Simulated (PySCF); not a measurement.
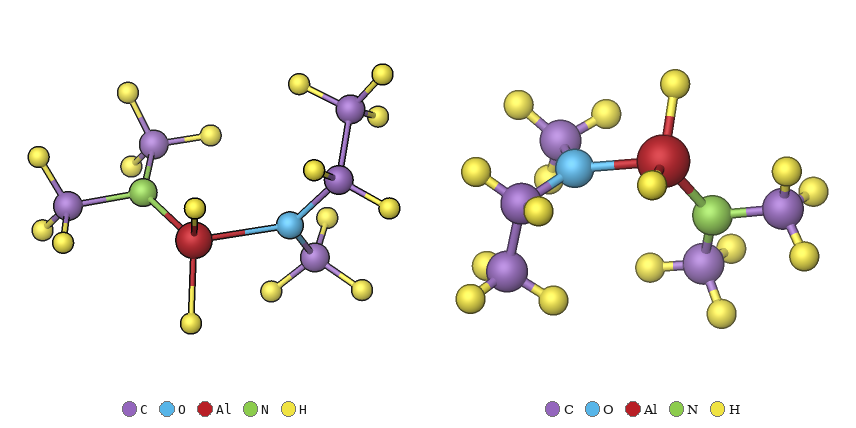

The same structure drawn twice, from different directions.

The geometry was computed by an optimisation with GFN2-xTB. No frequency run is at hand to confirm it as a minimum.

Count the atoms of each element.

C₅H₁₆AlNO, 24 atoms: 5 carbon, 16 hydrogen, 1 aluminium, 1 nitrogen and 1 oxygen.

Give a SMILES string for it.

CC[O+](C)[AlH2-][N](C)C

How many bonds of each kind are drawn?

14 C–H, 2 C–O, 2 C–N, 2 Al–H, 1 C–C, 1 Al–O, 1 Al–N.

What is the point group of this geometry?

C1.

More results for the same structure follow; atom numbers are the same in all pictures, views and colours differ.

**Geometry**

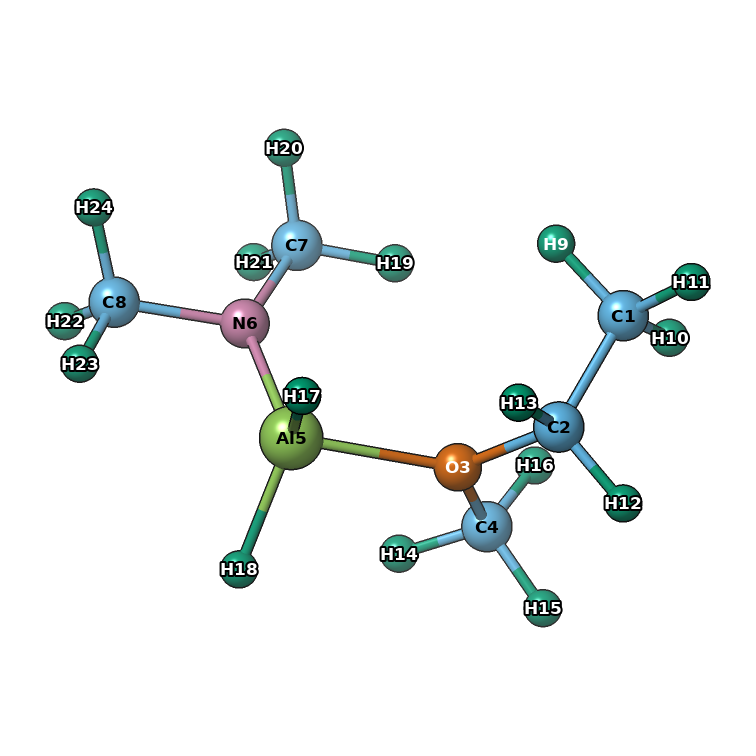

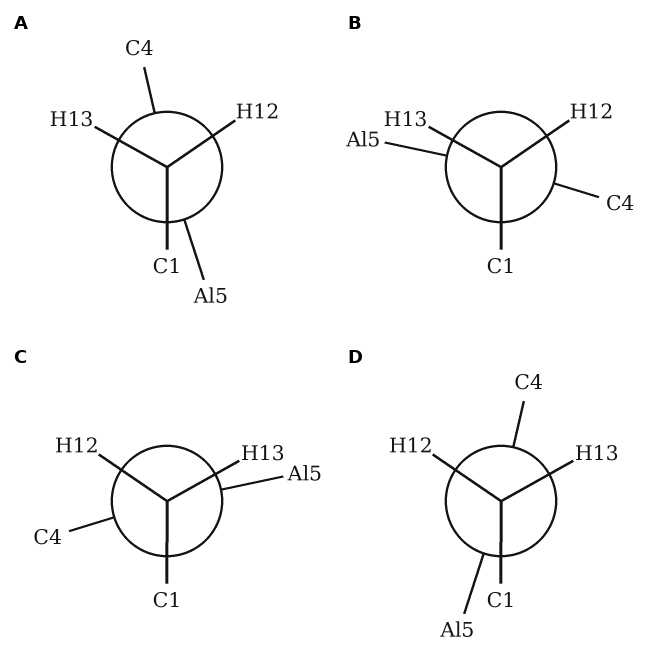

Depth is shown by fading: the farther an atom, the more it takes the colour of the background. Bonds that would overlap in a projection are set slightly apart. No frequency run is at hand to confirm it as a minimum.

Which Newman projection shows the view along C2–O3, with C2 in front?

C. The torsion angle C1–C2–O3–Al5 is −102°, anticlinal.

**Quadrupole coupling**

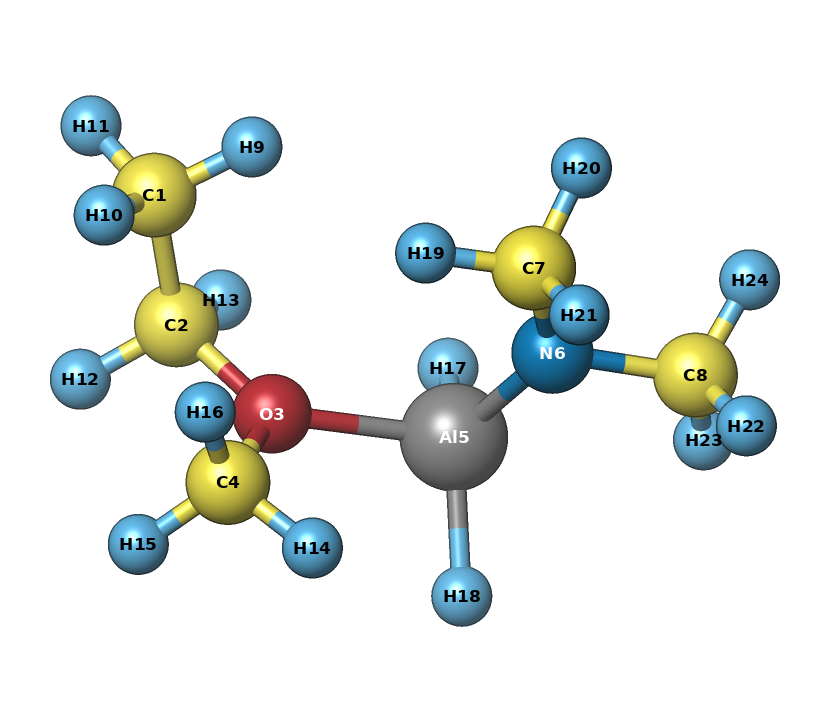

No frequency run is at hand to confirm it as a minimum. Electric field gradients from the ground-state density, PBE0/pcSseg-1 (PySCF 2.14.0), non-relativistic apart from any core potentials.

Give the largest field-gradient component, the quadrupole coupling constant and the asymmetry for 17O at O3 (Q = −25.6 mb), 27Al at Al5 (Q = 146.6 mb), 14N at N6 (Q = 20.44 mb), 2H at H9 (Q = 2.86 mb), 2H at H10 (Q = 2.86 mb), 2H at H11 (Q = 2.86 mb), 2H at H12 (Q = 2.86 mb).

| atom | V_zz (a.u.) | e²qQ/h (MHz) | η |
| --- | --- | --- | --- |
| O3 | −2.007 | 12.07 | 0.71 |
| Al5 | 0.912 | 31.4 | 0.25 |
| N6 | −1.136 | −5.46 | 0.60 |
| H9 | 0.310 | 0.208 | 0.02 |
| H10 | 0.313 | 0.210 | 0.03 |
| H11 | 0.316 | 0.212 | 0.03 |
| H12 | 0.284 | 0.191 | 0.10 |

**NMR shielding**

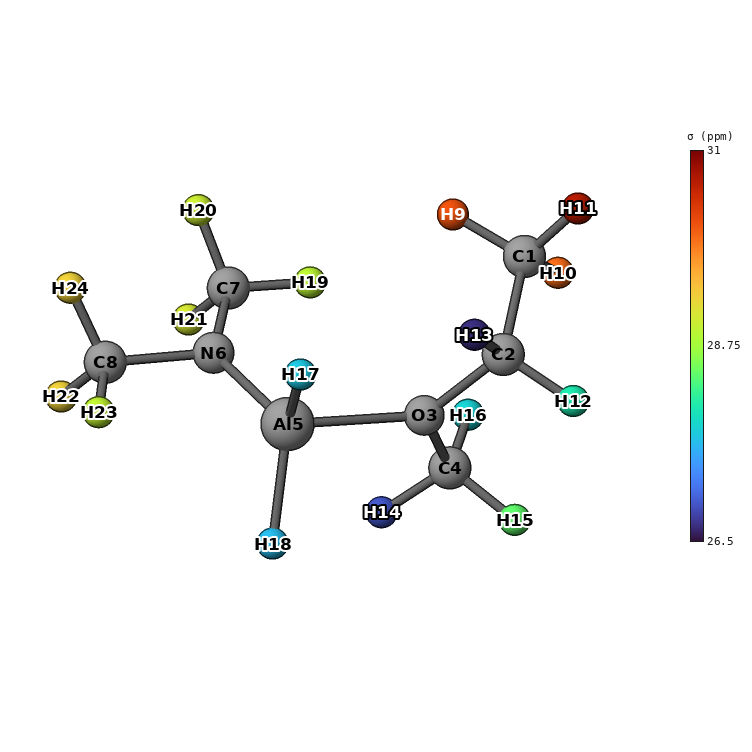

Atoms are coloured by their isotropic NMR shieldings (H only, the others grey). No frequency run is at hand to confirm it as a minimum. Properties computed with GIAO PBE0/pcSseg-1 NMR shielding, non-relativistic, gas phase (PySCF 2.14.0).

Give the isotropic NMR shieldings of the H atoms atom by atom.

```csv
atom,σ (ppm)
H9,30.14
H10,29.99
H11,30.64
H12,28.06
H13,26.69
H14,26.94
H15,28.42
H16,27.81
H17,27.73
H18,27.63
H19,28.92
H20,29.02
H21,29.09
H22,29.32
H23,28.96
H24,29.33
```

**Electronic properties**

No frequency run is at hand to confirm it as a minimum. Level of theory: PBE0/pcSseg-1, gas phase (PySCF 2.14.0).

Give the HOMO energy (Kohn–Sham orbital) at this level.

−5.01 eV.

Estimate the dipole moment.

5.50 D.

Estimate the HOMO–LUMO gap.

5.79 eV.

The geometry is semi-empirical. Around Al such bond lengths and angles can be off by a tenth of an ångström or more and by several degrees, and values that hang on the shape move with them.
